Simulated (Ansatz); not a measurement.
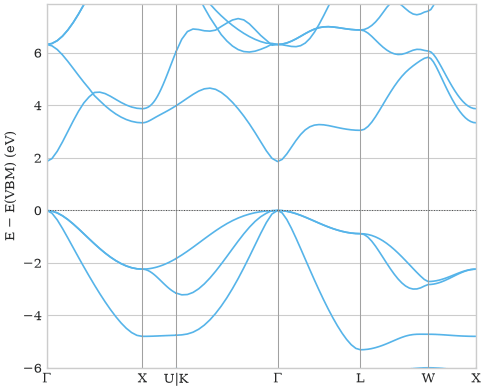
*Band structure from plane-wave PAW r²SCAN (Ansatz code)*

Problem. Read off the gap and where the band edges lie.

Solution. About 1.9 eV (1.86 eV by a search for the band edges); maximum at Γ, minimum at Γ.

The material is ZnSe (zinc blende, F-43m).

The r²SCAN relaxation kept the symmetry of its start. Scalar-relativistic: spin–orbit coupling is off unless named, which matters more the heavier the elements.

Potentials: the earlier of the program's two PAW sets.
